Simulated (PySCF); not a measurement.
**C7H12SSi: density, localisation and related maps**

```yaml
atoms:
  - { symbol: C, position_ang: [4.9002, 0.1761, 1.1613] }
  - { symbol: C, position_ang: [3.6729, 0.0848, 0.4059] }
  - { symbol: C, position_ang: [2.6440, 0.0128, -0.2193] }
  - { symbol: Si, position_ang: [1.1185, -0.0663, -1.2289] }
  - { symbol: C, position_ang: [-0.2790, 1.0867, -0.7090] }
  - { symbol: C, position_ang: [-0.4823, -0.3656, -0.2580] }
  - { symbol: S, position_ang: [-1.8218, -1.2974, -1.0071] }
  - { symbol: C, position_ang: [-3.2073, -0.8813, 0.1111] }
  - { symbol: C, position_ang: [-3.6539, 0.5630, -0.0056] }
  - { symbol: H, position_ang: [4.6805, 0.2269, 2.2274] }
  - { symbol: H, position_ang: [5.4485, 1.0720, 0.8697] }
  - { symbol: H, position_ang: [5.5217, -0.6982, 0.9691] }
  - { symbol: H, position_ang: [1.2121, -0.5203, -2.6019] }
  - { symbol: H, position_ang: [-0.1474, 1.8097, 0.0861] }
  - { symbol: H, position_ang: [-0.9740, 1.4377, -1.4598] }
  - { symbol: H, position_ang: [-0.4457, -0.5515, 0.8092] }
  - { symbol: H, position_ang: [-2.8855, -1.1200, 1.1263] }
  - { symbol: H, position_ang: [-4.0058, -1.5645, -0.1782] }
  - { symbol: H, position_ang: [-3.9297, 0.7930, -1.0327] }
  - { symbol: H, position_ang: [-4.5180, 0.7365, 0.6339] }
  - { symbol: H, position_ang: [-2.8570, 1.2374, 0.3002] }
```

Geometry: GFN2-xTB.

The calculation used PySCF 2.14.0, PBE0/pcSseg-1, SCF density, gas phase, non-relativistic.

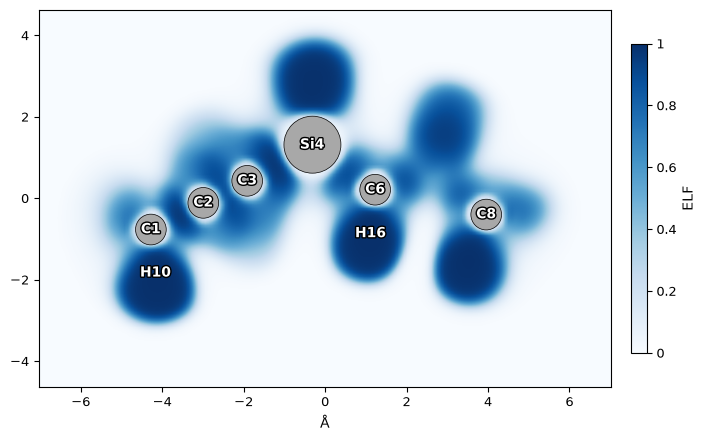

Figure 1. Electron localisation function on the plane of atoms C3, Si4 and C6. Grey discs cover the atomic cores.

### What does the map show?

- The plane passes through C, Si and H nuclei.
- C–C (1.21 Å): the ELF peaks at about 0.85 between the atoms; a short, multiple covalent bond.
- C–Si (1.83 Å): the ELF peaks at about 0.95 between the atoms (a shared electron pair).
- C–H (1.09 Å): the ELF climbs to about 1 towards the hydrogen, as it does in any bond to H: an ordinary covalent bond to hydrogen.
- C–Si (1.90 Å): the ELF peaks at about 0.85 between the atoms; a covalent bond.
- The ELF also peaks beside S7, away from the bonds: lone-pair regions.

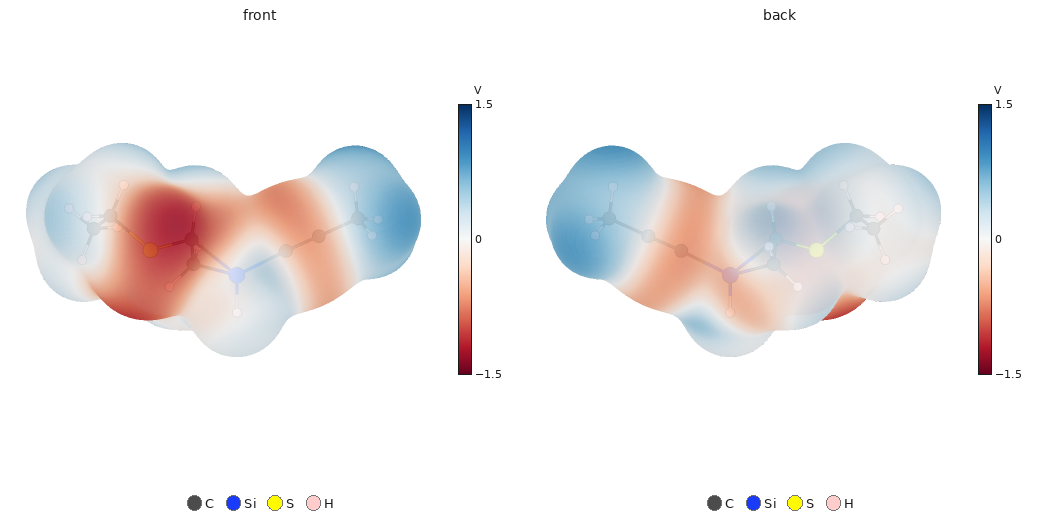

Figure 2. The molecular electrostatic potential painted on the density surface at 0.001 e/bohr³, seen from the front and from behind; the colour scale runs from red (negative) to blue (positive).

### Which sites attract a positive test charge, and which a negative one?

A positive charge is drawn to the negative regions and a negative charge to the positive ones. The most negative region (about −1.2 V) lies over S7, the most positive (about +0.8 V) over H10, H11 and H12.
